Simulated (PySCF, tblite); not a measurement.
# C8H7Cl: vibronic structure

Wanted: vibronic structure for C8H7Cl (`ClC1=C/C=C\C=C/C=C\1`).

Computed with tblite 0.8.0 and PySCF 2.14.0 and routines of our own; the level stands in each step. Atoms count from 0.

### 1 The starting structure

16 atoms, charge 0, multiplicity 1; geometry from: force field or distance geometry start.

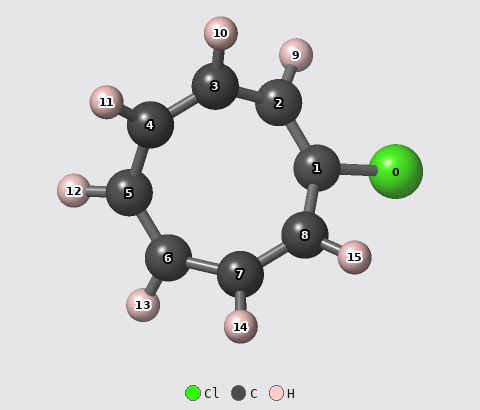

The starting geometry (chlorine green, carbon dark grey, hydrogen pink).

### 2 Relaxing the molecule with GFN2-xTB

What the job is given:

```
{"job": {"kind": "relax", "xc": "GFN2-xTB", "basis": "xTB"}, "charge": 0, "multiplicity": 1}
Cl     3.111500     0.148100     1.312300
C      1.646200    -0.014800     0.356600
C      1.144900    -1.253100     0.210700
C     -0.003000    -1.617900    -0.612000
C     -1.243200    -1.119300    -0.536900
C     -1.722600    -0.079600     0.337800
C     -1.205700     1.154700     0.488400
C     -0.058500     1.715400    -0.189800
C      1.181800     1.200500    -0.242500
H      1.633300    -2.094500     0.682200
H      0.178000    -2.457500    -1.285200
H     -2.012800    -1.561200    -1.177600
H     -2.631700    -0.327000     0.895500
H     -1.719000     1.844400     1.150800
H     -0.246800     2.687200    -0.657300
H      1.940000     1.783600    -0.744400
```

The run is started by

```sh
$ OMP_NUM_THREADS=1 python excited_run.py task.json out
```

This one command runs all jobs of the session in turn.

What it wrote:

```text
step      E/eV     max force
  0    -684.34668    1.719
  1    -684.37700    1.245
  2    -684.40809    0.200
  3    -684.41037    0.153
  4    -684.41396    0.113
  5    -684.41521    0.109
  6    -684.41611    0.071
  7    -684.41677    0.062
  8    -684.41742    0.063
  9    -684.41805    0.064
 10    -684.41864    0.060
 11    -684.41915    0.058
 12    -684.41966    0.065
 13    -684.42025    0.068
 14    -684.42089    0.073
 15    -684.42149    0.064
 16    -684.42207    0.052
 17    -684.42277    0.061
 18    -684.42371    0.070
 19    -684.42467    0.070
 20    -684.42532    0.046
 21    -684.42571    0.054
 22    -684.42607    0.057
 23    -684.42640    0.044
 24    -684.42666    0.037
 25    -684.42682    0.037
 26    -684.42695    0.037
 27    -684.42711    0.039
 28    -684.42730    0.039
 29    -684.42746    0.028
 30    -684.42756    0.029
 31    -684.42766    0.031
 32    -684.42781    0.039
 33    -684.42800    0.045
 34    -684.42820    0.034
 35    -684.42836    0.033
 36    -684.42848    0.026
 37    -684.42859    0.027
 38    -684.42865    0.018
 39    -684.42867    0.010
 40    -684.42868    0.006
```

Run time: 0.38 s. Hardware: 1 thread of Arm Neoverse V1, shared host; peak memory 0.17 GiB.

Step by step: (not every step is listed)

| step | energy from step 0 (eV) | largest force (eV/Å) |
| --- | --- | --- |
| 0 | 0.0000 | 1.7194 |
| 1 | -0.0303 | 1.2452 |
| 2 | -0.0614 | 0.2003 |
| 3 | -0.0637 | 0.1532 |
| 4 | -0.0673 | 0.1131 |
| 5 | -0.0685 | 0.1093 |
| 6 | -0.0694 | 0.0710 |
| 7 | -0.0701 | 0.0618 |
| 8 | -0.0707 | 0.0630 |
| 10 | -0.0720 | 0.0603 |
| 12 | -0.0730 | 0.0651 |
| 14 | -0.0742 | 0.0725 |
| 16 | -0.0754 | 0.0518 |
| 18 | -0.0770 | 0.0696 |
| 20 | -0.0786 | 0.0462 |
| 22 | -0.0794 | 0.0566 |
| 24 | -0.0800 | 0.0373 |
| 26 | -0.0803 | 0.0371 |
| 28 | -0.0806 | 0.0391 |
| 30 | -0.0809 | 0.0289 |
| 32 | -0.0811 | 0.0389 |
| 34 | -0.0815 | 0.0342 |
| 35 | -0.0817 | 0.0327 |
| 36 | -0.0818 | 0.0264 |
| 37 | -0.0819 | 0.0269 |
| 38 | -0.0820 | 0.0178 |
| 39 | -0.0820 | 0.0105 |
| 40 | -0.0820 | 0.0062 |

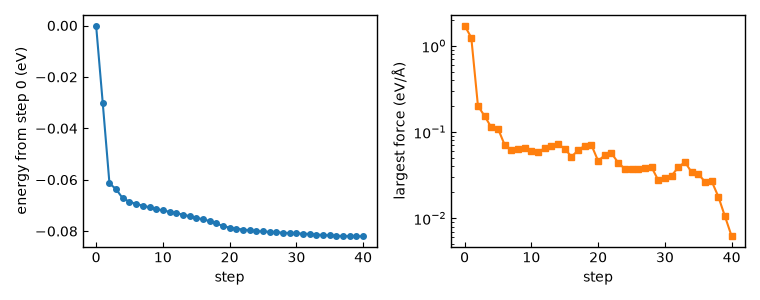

Energy and force, step by step.

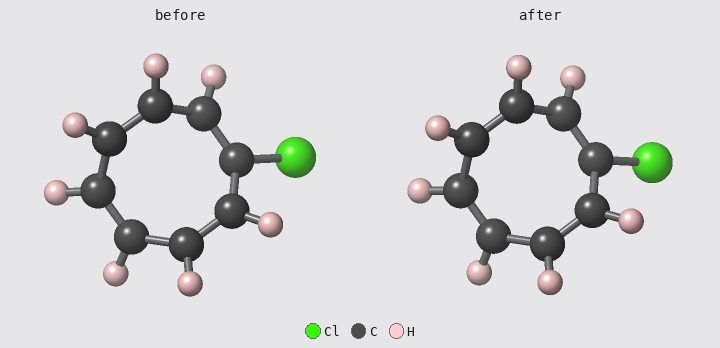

Before and after, at one scale.

Distances of close pairs at the start and the end, largest changes first:

| bond | before (Å) | after (Å) | change (Å) |
| --- | --- | --- | --- |
| C1–C8 | 1.432 | 1.466 | +0.033 |
| C4–C5 | 1.441 | 1.465 | +0.024 |
| C5–C6 | 1.347 | 1.328 | -0.018 |
| C6–C7 | 1.446 | 1.464 | +0.018 |
| C1–C2 | 1.344 | 1.327 | -0.017 |
| C7–C8 | 1.344 | 1.328 | -0.016 |
| Cl0–C1 | 1.757 | 1.746 | -0.011 |
| C3–C4 | 1.339 | 1.328 | -0.011 |

The next job starts from the end point, and lists it.

### 3 Harmonic vibrations with GFN2-xTB

What the job is given:

```
{"job": {"kind": "ir", "xc": "GFN2-xTB", "basis": "xTB"}, "charge": 0, "multiplicity": 1}
Cl     2.986998     0.235108     1.403333
C      1.605166    -0.035880     0.371747
C      1.119029    -1.262498     0.233450
C     -0.002005    -1.610884    -0.642556
C     -1.222876    -1.092417    -0.577189
C     -1.681275    -0.081782     0.378924
C     -1.174087     1.135143     0.540482
C     -0.056594     1.703108    -0.215356
C      1.162057     1.184343    -0.308623
H      1.591232    -2.091572     0.744793
H      0.203876    -2.413372    -1.341087
H     -1.998415    -1.480533    -1.227692
H     -2.563755    -0.366018     0.941001
H     -1.649411     1.823529     1.229731
H     -0.267227     2.652726    -0.693972
H      1.939689     1.709943    -0.848395
```

What it wrote:

```text
mode    cm-1     km/mol
  1      88.9      0.06
  2     168.9      0.05
  3     184.8      0.16
  4     234.3      0.75
  5     247.3      0.25
  6     311.1      0.33
  7     335.9      3.33
  8     433.5      1.06
  9     449.8      1.15
 10     615.9      2.80
 11     634.8      3.23
 12     670.2     16.57
 13     739.6     23.16
 14     803.0      5.72
 15     820.7     21.12
 16     838.4      8.14
 17     873.7     12.62
 18     899.8      0.47
 19     911.7      1.55
 20     919.0      1.66
 21     946.4     10.09
 22     990.0     15.84
 23    1002.1      2.20
 24    1065.7      4.50
 25    1199.2      1.68
 26    1208.9      3.60
 27    1210.9      0.76
 28    1264.5      2.96
 29    1321.8      3.32
 30    1341.4      4.06
 31    1378.6      5.12
 32    1679.0     26.08
 33    1693.0      1.53
 34    1696.0      2.40
 35    1719.1      4.09
 36    3024.5      3.55
 37    3026.6     12.01
 38    3029.8     24.92
 39    3038.3     87.40
 40    3041.0     60.82
 41    3050.2     26.73
 42    3051.7     15.78
```

It took 0.68 s on 1 thread of Arm Neoverse V1, shared host; peak memory 0.17 GiB.

The strongest bands and the atoms that carry them (share of the mass-weighted mode):

| cm⁻¹ | km/mol | atoms |
| --- | --- | --- |
| 670 | 16.6 | C1 15 % |
| 740 | 23.2 | H15 13 %, H14 13 %, H9 11 % |
| 821 | 21.1 | H15 15 %, C8 12 %, H14 11 %, C7 11 % |
| 1679 | 26.1 | C7 26 %, C2 26 %, C1 24 %, C8 20 % |
| 3030 | 24.9 | H14 74 % |
| 3038 | 87.4 | H13 32 %, H10 31 %, H11 14 %, H12 11 % |
| 3041 | 60.8 | H13 23 %, H11 23 %, H10 21 %, H12 20 % |
| 3050 | 26.7 | H15 67 %, H9 15 % |

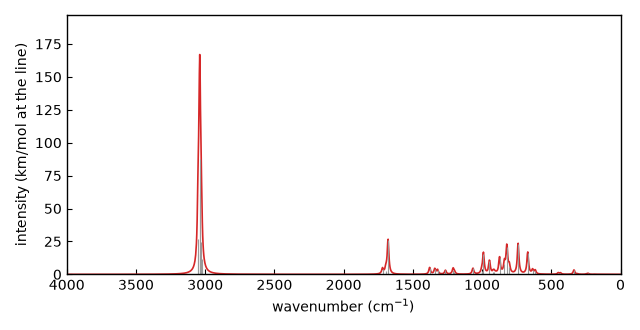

The infrared spectrum from these modes, unscaled. Lines are broadened to a width of 14 cm⁻¹ (Lorentzian).

### 4 Vibronic structure: TDDFT PBE/cc-pVDZ

Settings changed since step 3:

```diff
@@ -1,2 +1,2 @@
-{"job": {"kind": "ir", "xc": "GFN2-xTB", "basis": "xTB"}, "charge": 0, "multiplicity": 1}
+{"job": {"kind": "vib", "xc": "PBE", "basis": "cc-pVDZ", "tda": false}, "charge": 0, "multiplicity": 1}
 Cl     2.986998     0.235108     1.403333
```

Level: TDDFT PBE/cc-pVDZ vertical-gradient vibronic structure (displaced harmonic oscillators, Condon), gas phase.

What it wrote:

```text
final grid: 65064 points
cycle   1  E = -768.5311288362  dE =  1.253e+00  |g| = 5.190e-01  |ddm| = 8.467e+00
cycle   2  E = -768.4347578244  dE =  9.637e-02  |g| = 7.877e-01  |ddm| = 2.554e+00
cycle   3  E = -768.5932136574  dE = -1.585e-01  |g| = 2.436e-01  |ddm| = 1.547e+00
cycle   4  E = -768.6100097538  dE = -1.680e-02  |g| = 7.077e-02  |ddm| = 4.710e-01
cycle   5  E = -768.6112858765  dE = -1.276e-03  |g| = 1.908e-02  |ddm| = 1.276e-01
cycle   6  E = -768.6113607969  dE = -7.492e-05  |g| = 9.899e-03  |ddm| = 4.698e-02
cycle   7  E = -768.6113838933  dE = -2.310e-05  |g| = 3.984e-03  |ddm| = 1.816e-02
cycle   8  E = -768.6113882652  dE = -4.372e-06  |g| = 8.585e-04  |ddm| = 6.858e-03
cycle   9  E = -768.6113884384  dE = -1.733e-07  |g| = 2.876e-04  |ddm| = 1.648e-03
cycle  10  E = -768.6113884550  dE = -1.655e-08  |g| = 1.487e-04  |ddm| = 6.026e-04
cycle  11  E = -768.6113884609  dE = -5.919e-09  |g| = 4.843e-05  |ddm| = 2.844e-04
cycle  12  E = -768.6113884615  dE = -5.798e-10  |g| = 2.068e-05  |ddm| = 1.018e-04
converged SCF energy = -768.6113884615

Singlet excitations (eV, f): 3.482 (0.0018)  4.442 (0.0095)  4.621 (0.0030)  5.125 (0.0413)  5.417 (0.0489)  5.504 (0.0669)

State S1  3.4825 eV  f = 0.00178  H->L 0.98
  relaxed dipole 1.204 D, largest gradient of the excitation energy 0.0793 Eh/bohr
  mode    cm-1        S   lambda/meV  Raman
    1     88.9   94.2708    1038.7   0.146
    3    184.8   28.7845     659.7   0.193
    2    168.9   22.6551     474.4   0.127
   35   1719.1    1.7288     368.5   1.000
   14    803.0    1.3397     133.4   0.169
    5    247.3    1.3886      42.6   0.017
   16    838.4    0.2503      26.0   0.034
   13    739.6    0.2667      24.5   0.029
    4    234.3    0.7299      21.2   0.008
   11    634.8    0.1260       9.9   0.010
   15    820.7    0.0820       8.3   0.011
    7    335.9    0.1577       6.6   0.003
  reorganisation energy 2.8357 eV, total S 152.047, 0-0 0.6468 eV

State S5  5.4172 eV  f = 0.04889  H-3->L 0.22, H-1->L+1 0.16, H-2->L 0.14
  relaxed dipole 2.480 D, largest gradient of the excitation energy 0.0478 Eh/bohr
  mode    cm-1        S   lambda/meV  Raman
   35   1719.1    0.6666     142.1   1.000
    7    335.9    2.0668      86.1   0.118
   12    670.2    0.3854      32.0   0.088
    9    449.8    0.4187      23.3   0.043
   14    803.0    0.1923      19.1   0.063
   16    838.4    0.0982      10.2   0.035
    8    433.5    0.1852      10.0   0.018
    5    247.3    0.3060       9.4   0.009
   29   1321.8    0.0520       8.5   0.046
    1     88.9    0.6202       6.8   0.002
    6    311.1    0.1539       5.9   0.008
   22    990.0    0.0476       5.8   0.024
  reorganisation energy 0.4028 eV, total S 5.820, 0-0 5.0145 eV
  absorption maximum 5.348 eV, width 0.534 eV

State S6  5.5042 eV  f = 0.06694  H-4->L 0.47, H-1->L+1 0.21, H->L+2 0.10
  relaxed dipole 1.935 D, largest gradient of the excitation energy 0.0416 Eh/bohr
  mode    cm-1        S   lambda/meV  Raman
   35   1719.1    0.5700     121.5   1.000
    6    311.1    1.2799      49.4   0.074
    3    184.8    1.0974      25.2   0.022
    2    168.9    1.1447      24.0   0.019
    9    449.8    0.3056      17.0   0.037
   22    990.0    0.0917      11.3   0.053
    4    234.3    0.3772      11.0   0.012
   15    820.7    0.0845       8.6   0.034
    5    247.3    0.2492       7.6   0.009
   12    670.2    0.0769       6.4   0.021
   17    873.7    0.0491       5.3   0.022
    1     88.9    0.2713       3.0   0.001
  reorganisation energy 0.3088 eV, total S 5.769, 0-0 5.1954 eV
  absorption maximum 5.381 eV, width 0.452 eV

State T1  2.8809 eV  f = 0.00000  H->L 0.96
  relaxed dipole 1.278 D, largest gradient of the excitation energy 0.0820 Eh/bohr
  mode    cm-1        S   lambda/meV  Raman
    1     88.9  101.4987    1118.3   0.158
    3    184.8   28.0562     643.0   0.188
    2    168.9   23.5483     493.1   0.132
   35   1719.1    1.7221     367.0   1.000
   14    803.0    1.2806     127.5   0.162
    5    247.3    1.4653      44.9   0.018
   16    838.4    0.3038      31.6   0.042
   13    739.6    0.2075      19.0   0.022
    4    234.3    0.6025      17.5   0.007
   15    820.7    0.0872       8.9   0.012
   11    634.8    0.0856       6.7   0.007
   32   1679.0    0.0225       4.7   0.012
  reorganisation energy 2.9085 eV, total S 159.248, 0-0 -0.0276 eV
```

Run time: 54 s. Hardware: 1 thread of Arm Neoverse V1, shared host; peak memory 0.83 GiB.

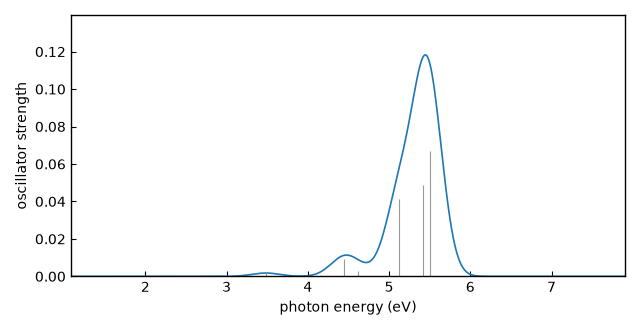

Absorption lines of the singlets. Lines are broadened to a width of 0.40 eV (Gaussian).

### 5 Results

| quantity | value |
| --- | --- |
| strongest single infrared mode (GFN2-xTB) | 3038 cm⁻¹, 87 km/mol |
| zero-point energy (GFN2-xTB) | 74.6 kcal/mol |
| S1: vertical, reorganisation, 0-0, total S (step 4, TDDFT PBE/cc-pVDZ, modes from GFN2-xTB) | 3.48, 2.84, 0.65 eV; 152.0 |
| S5: vertical, reorganisation, 0-0, total S (step 4, TDDFT PBE/cc-pVDZ, modes from GFN2-xTB) | 5.42, 0.40, 5.01 eV; 5.8 |
| S6: vertical, reorganisation, 0-0, total S (step 4, TDDFT PBE/cc-pVDZ, modes from GFN2-xTB) | 5.50, 0.31, 5.20 eV; 5.8 |

What this shows: All 42 modes are real, so the xTB geometry is a minimum. Unscaled tight-binding wavenumbers are off by several per cent, some by more. Its intensities can rank the bands wrongly. In step 4 the harmonic model is doubtful. Where the total S runs above about 15, the geometry moves far on excitation and the harmonic model is stretched, so its 0-0 value is in doubt. The vibronic model keeps the ground-state modes (from xTB) and shifts them along the gradient alone, so it can miss much of the relaxation that a full optimisation finds.
